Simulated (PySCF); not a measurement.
# Hf³⁺, Hf⁴⁺: ionisation energy with spin-orbit coupling

Wanted: the ionisation energy of hafnium, up a ladder of methods.

Method: two-component X2C-1e, generalised determinants. Code: PySCF 2.14.0.

### Step 1. Starting point

* Element: hafnium (Z = 72)
* Basis: x2c-QZVPPall-2c (16s16p12d6f2g, 184 functions)
* Hamiltonian: two-component X2C-1e, Gaussian nucleus, no Breit or QED terms; spin-orbit coupling, run by run: off; screened by Boettger's factors
* Core shells frozen in the correlated runs: [Kr] 4d10 4f14 (for Hf³⁺)
* State 1: Hf³⁺: [Xe] 4f14 5d1; 5d3/2 filled at m_j = +3/2
* State 2: Hf⁴⁺: [Xe] 4f14
* Methods: GHF, GMP2

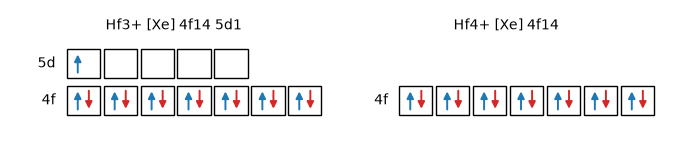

Occupation of the outer shells (arrows by Hund's rule).

A driver program built on PySCF's X2C-1e integrals ran all steps in one process from the settings above; there is no separate input file.

The driver's launch:

```sh
> OMP_NUM_THREADS=4 python sorun2.py TASK.json OUT
```

The integrals over 184 functions and the set-up took 36 s of CPU time.

### Step 2. Hf³⁺: the ladder of methods

Level: GHF (spin-free).

The log of the run:

```text
cycle= 1 E= -15065.6001463624  delta_E= -1.51e+04  |FDS-SDF|= 0.0201
cycle= 2 E= -15065.6085335772  delta_E= -0.00839  |FDS-SDF|= 0.00999
cycle= 3 E= -15065.6095918089  delta_E= -0.00106  |FDS-SDF|= 0.00625
cycle= 4 E= -15065.6100555486  delta_E= -0.000464  |FDS-SDF|= 0.000849
cycle= 5 E= -15065.6100875942  delta_E= -3.2e-05  |FDS-SDF|= 8.59e-05
cycle= 6 E= -15065.6100877876  delta_E= -1.93e-07  |FDS-SDF|= 1.49e-05
cycle= 7 E= -15065.6100877913  delta_E= -3.69e-09  |FDS-SDF|= 2.73e-06
```

It took 12 s on 4 threads of Neoverse-V2, shared host, the integrals not counted.

Occupied spinors (without spin-orbit coupling the j labels only name the start):

| spinor shell | electrons | mean energy (eV) | weight of the nominal j | rms radius (bohr) |
| --- | --- | --- | --- | --- |
| 1s1/2 | 2 | -65719.3 | 1.000 | 0.0215 |
| 2s1/2 | 2 | -11399.4 | 1.000 | 0.0868 |
| 2p1/2 | 2 | -10013.9 | 0.880 | 0.0790 |
| 2p3/2 | 4 | -10013.9 | 0.940 | 0.0790 |
| 3s1/2 | 2 | -2678.0 | 1.000 | 0.222 |
| 3p3/2 | 4 | -2256.6 | 0.829 | 0.224 |
| 3p1/2 | 2 | -2256.6 | 0.658 | 0.224 |
| 3d3/2 | 4 | -1753.3 | 0.779 | 0.205 |
| 3d5/2 | 6 | -1753.3 | 0.853 | 0.205 |
| 4s1/2 | 2 | -591.76 | 1.000 | 0.498 |
| 4p1/2 | 2 | -451.01 | 0.692 | 0.531 |
| 4p3/2 | 4 | -450.95 | 0.846 | 0.531 |
| 4d3/2 | 4 | -265.58 | 0.785 | 0.578 |
| 4d5/2 | 6 | -265.46 | 0.856 | 0.578 |
| 5s1/2 | 2 | -107.18 | 1.000 | 1.22 |
| 5p1/2 | 2 | -70.820 | 0.916 | 1.42 |
| 5p3/2 | 4 | -69.993 | 0.957 | 1.42 |
| 4f5/2 | 6 | -58.474 | 0.792 | 0.742 |
| 4f7/2 | 8 | -58.399 | 0.844 | 0.739 |
| 5d3/2 | 1 | -32.420 | 1.000 | 2.09 |

M_J = 3/2, ⟨J²⟩ = 3.753, ⟨L²⟩ = 6.006, ⟨S²⟩ = 0.752.

Level: GMP2 (spin-free).

This step left no log, only its results.

Time after the integrals: 5 s (4 threads of Neoverse-V2, shared host).

With 9 electrons correlated and 58 very high virtual spinors dropped, the MP2 correlation energy is -0.18506 hartree. Largest pairs: 5p3/2-5p3/2 -0.0561, 5p1/2-5p3/2 -0.0480, 5p3/2-5s1/2 -0.0210, 5d3/2-5p3/2 -0.0197, 5d3/2-5p1/2 -0.0105.

Level: GHF (screened spin-orbit).

The log of the run:

```text
cycle= 1 E= -15081.4985168245  delta_E= -1.51e+04  |FDS-SDF|= 0.272
cycle= 2 E= -15081.5198868517  delta_E= -0.0214  |FDS-SDF|= 0.0077
cycle= 3 E= -15081.5208921281  delta_E= -0.00101  |FDS-SDF|= 0.00238
cycle= 4 E= -15081.5209870851  delta_E= -9.5e-05  |FDS-SDF|= 0.00189
cycle= 5 E= -15081.5210297329  delta_E= -4.26e-05  |FDS-SDF|= 0.00021
cycle= 6 E= -15081.5210311896  delta_E= -1.46e-06  |FDS-SDF|= 2.9e-05
cycle= 7 E= -15081.5210312138  delta_E= -2.42e-08  |FDS-SDF|= 2.77e-06
cycle= 8 E= -15081.5210312141  delta_E= -3.13e-10  |FDS-SDF|= 7.36e-07
```

Time after the integrals: 17 s (4 threads of Neoverse-V2, shared host).

The outer occupied spinors:

```
spinor shell  electrons  mean energy (eV)  weight of the nominal j  rms radius (bohr)
       4d3/2          4           -272.14                    1.000              0.571
       4d5/2          6           -260.57                    1.000              0.583
       5s1/2          2           -106.99                    1.000               1.22
       5p1/2          2           -76.737                    0.998               1.35
       5p3/2          4           -67.397                    0.998               1.45
       4f5/2          6           -59.292                    0.999              0.738
       4f7/2          8           -57.279                    0.999              0.745
       5d3/2          1           -32.746                    1.000               2.06
```

M_J = 3/2, ⟨J²⟩ = 3.753, ⟨L²⟩ = 6.118, ⟨S²⟩ = 0.862.

Level: GMP2 (screened spin-orbit).

The driver printed no log here.

Time after the integrals: 0.86 s (4 threads of Neoverse-V2, shared host).

With 9 electrons correlated and 58 very high virtual spinors dropped, the MP2 correlation energy is -0.18536 hartree. Largest pairs: 5p3/2-5p3/2 -0.0572, 5p1/2-5p3/2 -0.0460, 5d3/2-5p3/2 -0.0216, 5p3/2-5s1/2 -0.0210, 5p1/2-5p1/2 -0.0105.

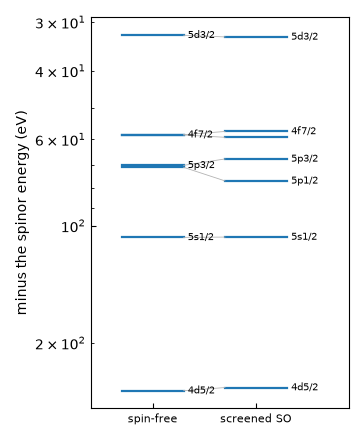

The highest 7 spinor levels of Hf³⁺ on a logarithmic scale, without and with spin-orbit coupling.

### Step 3. Hf⁴⁺

Level: GHF (spin-free).

The log of the run:

```text
cycle= 1 E= -15064.4320897819  delta_E= -1.51e+04  |FDS-SDF|= 0.0141
cycle= 2 E= -15064.4321410724  delta_E= -5.13e-05  |FDS-SDF|= 0.00431
cycle= 3 E= -15064.4321924611  delta_E= -5.14e-05  |FDS-SDF|= 0.0028
cycle= 4 E= -15064.4322495482  delta_E= -5.71e-05  |FDS-SDF|= 4.69e-05
cycle= 5 E= -15064.4322495620  delta_E= -1.39e-08  |FDS-SDF|= 6.31e-06
```

It took 9.8 s on 4 threads of Neoverse-V2, shared host, the integrals not counted.

Occupied spinors (without spin-orbit coupling the j labels only name the start):

```
spinor shell  electrons  mean energy (eV)  weight of the nominal j  rms radius (bohr)
       1s1/2          2          -65733.3                    1.000             0.0215
       2s1/2          2          -11413.4                    1.000             0.0868
       2p3/2          4          -10027.9                    0.833             0.0790
       2p1/2          2          -10027.9                    0.666             0.0790
       3s1/2          2           -2691.9                    1.000              0.222
       3p3/2          4           -2270.4                    0.833              0.224
       3p1/2          2           -2270.4                    0.666              0.224
       3d5/2          6           -1767.1                    0.800              0.205
       3d3/2          4           -1767.1                    0.700              0.205
       4s1/2          2           -605.60                    1.000              0.498
       4p3/2          4           -464.82                    0.833              0.531
       4p1/2          2           -464.82                    0.666              0.531
       4d5/2          6           -279.34                    0.800              0.578
       4d3/2          4           -279.34                    0.700              0.578
       5s1/2          2           -120.73                    1.000               1.21
       5p3/2          4           -83.220                    0.832               1.40
       5p1/2          2           -83.220                    0.665               1.40
       4f7/2          8           -72.283                    0.792              0.736
       4f5/2          6           -72.283                    0.723              0.736
```

M_J = 0, ⟨J²⟩ = 0.000, ⟨L²⟩ = 0.000, ⟨S²⟩ = 0.000.

Level: GMP2 (spin-free).

No log was kept for this step.

It took 0.73 s on 4 threads of Neoverse-V2, shared host, the integrals not counted.

With 8 electrons correlated and 58 very high virtual spinors dropped, the MP2 correlation energy is -0.16640 hartree. Largest pairs: 5p3/2-5p3/2 -0.0582, 5p1/2-5p3/2 -0.0552, 5p3/2-5s1/2 -0.0210, 5p1/2-5p1/2 -0.0153, 5p1/2-5s1/2 -0.0105.

Level: GHF (screened spin-orbit).

The log of the run:

```text
cycle= 1 E= -15080.3184474773  delta_E= -1.51e+04  |FDS-SDF|= 0.272
cycle= 2 E= -15080.3318226254  delta_E= -0.0134  |FDS-SDF|= 0.00692
cycle= 3 E= -15080.3319485085  delta_E= -0.000126  |FDS-SDF|= 0.00333
cycle= 4 E= -15080.3320251080  delta_E= -7.66e-05  |FDS-SDF|= 0.000678
cycle= 5 E= -15080.3320294959  delta_E= -4.39e-06  |FDS-SDF|= 6.44e-05
cycle= 6 E= -15080.3320295517  delta_E= -5.58e-08  |FDS-SDF|= 7.22e-06
cycle= 7 E= -15080.3320295526  delta_E= -9.3e-10  |FDS-SDF|= 7.23e-07
```

Time after the integrals: 13 s (4 threads of Neoverse-V2, shared host).

The outer occupied spinors:

```csv
spinor shell,electrons,mean energy (eV),weight of the nominal j,rms radius (bohr)
4p3/2,4,-447.07,1.000,0.541
4d3/2,4,-286.03,1.000,0.571
4d5/2,6,-274.59,1.000,0.583
5s1/2,2,-120.65,1.000,1.21
5p1/2,2,-89.348,1.000,1.33
5p3/2,4,-80.689,1.000,1.43
4f5/2,6,-73.234,1.000,0.730
4f7/2,8,-71.297,1.000,0.741
```

M_J = 0, ⟨J²⟩ = 0.000, ⟨L²⟩ = 0.112, ⟨S²⟩ = 0.112.

Level: GMP2 (screened spin-orbit).

This step left no log, only its results.

It took 0.72 s on 4 threads of Neoverse-V2, shared host, the integrals not counted.

With 8 electrons correlated and 58 very high virtual spinors dropped, the MP2 correlation energy is -0.16553 hartree. Largest pairs: 5p3/2-5p3/2 -0.0593, 5p1/2-5p3/2 -0.0547, 5p3/2-5s1/2 -0.0211, 5p1/2-5p1/2 -0.0139, 5p1/2-5s1/2 -0.0103.

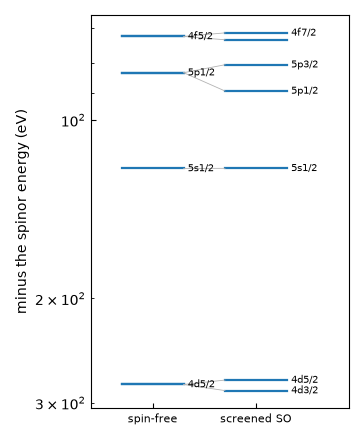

The highest 7 spinor levels of Hf⁴⁺ on a logarithmic scale, without and with spin-orbit coupling.

### Step 4. The energy differences

Ionisation energy: Hf³⁺ [Xe] 4f14 5d1 [5d3/2^1, M_J = 3/2] → Hf⁴⁺ [Xe] 4f14.

```
                    method  value (eV)  less the reference (eV)  CPU time, both states (s)
           GHF (spin-free)      32.051                   -1.319                         77
          GMP2 (spin-free)      32.559                   -0.811                         85
 GHF (screened spin-orbit)      32.354                   -1.016                         89
GMP2 (screened spin-orbit)      32.894                   -0.476                         93
```

Reference: 33.37 ± 0.025 eV (semi-empirical (NIST evaluation); NIST Atomic Spectra Database, ionization energies). The spin-free rows have the spin-orbit operator switched off.

Times are CPU seconds on a shared host without the integrals; correlated rows include their Hartree-Fock run.

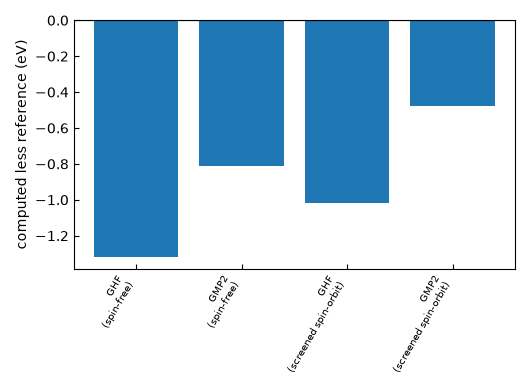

Computed less reference values by method, where the reference is not like for like or is itself uncertain.

### Step 5. Summary of results

```
               quantity                                                                                  value
ionisation energy, Hf³⁺  GHF (spin-free) 32.051, GMP2 (screened spin-orbit) 32.894 eV; reference 33.37 ± 0.025
```

What this shows: The methods span 0.844 eV, from GHF (spin-free) (32.051) to GMP2 (screened spin-orbit) (32.894). The reference is uncertain or not like for like (spin-orbit coupling or other relativistic terms), so no ranking of close methods is drawn. Spin-orbit coupling moves the difference by +0.336 eV at GMP2. All values hold for this basis alone; no basis-set limit was taken.
